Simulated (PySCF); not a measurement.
System: C2H9OPSi2 (SMILES C=CO[SiH2]P[SiH3]).

```tsv
atom	x (Å)	y (Å)	z (Å)
C	-2.4182	0.9671	1.5389
C	-1.3972	0.2607	1.0902
O	-1.3905	-0.3142	-0.1294
Si	-0.3307	-1.3573	-0.7895
P	1.6574	-1.2354	0.2753
Si	2.1684	0.7805	-0.5957
H	-2.3897	1.4242	2.5093
H	-3.3044	1.1012	0.9448
H	-0.4925	0.1084	1.6744
H	-0.8295	-2.7245	-0.6278
H	-0.3407	-0.9236	-2.1821
H	2.1492	-1.7144	-0.9221
H	1.6872	0.9548	-1.9688
H	1.6005	1.8310	0.2508
H	3.6295	0.8623	-0.6011
```

Geometry: GFN2-xTB, coordinate held.

Method: PBE0/pcSseg-1, SCF density, gas phase, non-relativistic in PySCF 2.14.0.

**What will maps of the electron density and electron localisation function show?**

C–C (1.32 Å): ρ at the midpoint is about 2.4 e/Å³; the ELF peaks at about 0.90 between the atoms; a short, multiple covalent bond.
C–O (1.35 Å): ρ at the midpoint is about 2.3 e/Å³, with its minimum of 1.9 e/Å³ about 0.5 Å from C; the ELF peaks at about 0.90 between the atoms (a polar covalent bond).
Si–O (1.63 Å): ρ at the midpoint is about 1.1 e/Å³; the ELF peaks at about 0.85 between the atoms: a short, strongly polar bond.
C–H (1.07 Å): the density is about 2 e/Å³ at the midpoint; the ELF climbs to about 1 towards the hydrogen, as it does in any bond to H: an ordinary covalent bond to hydrogen.

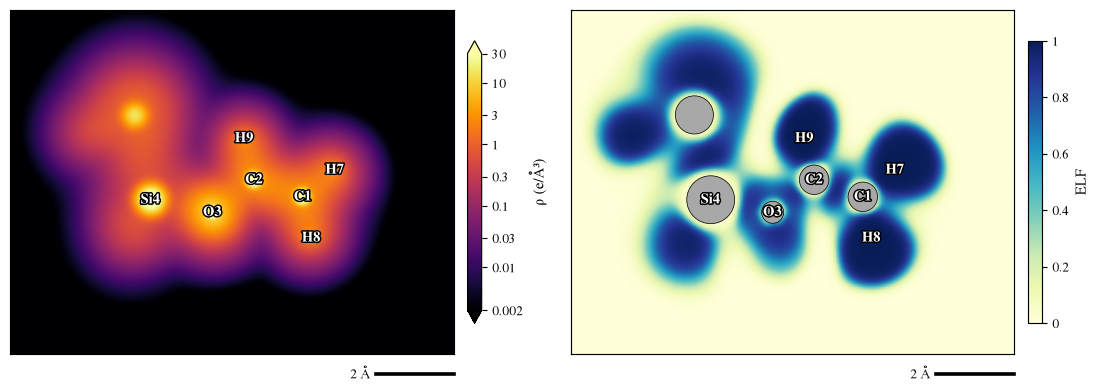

Computed electron density and electron localisation function on the plane of atoms C1, C2 and H9, in this order. Grey discs cover the atomic cores in the ELF map. 
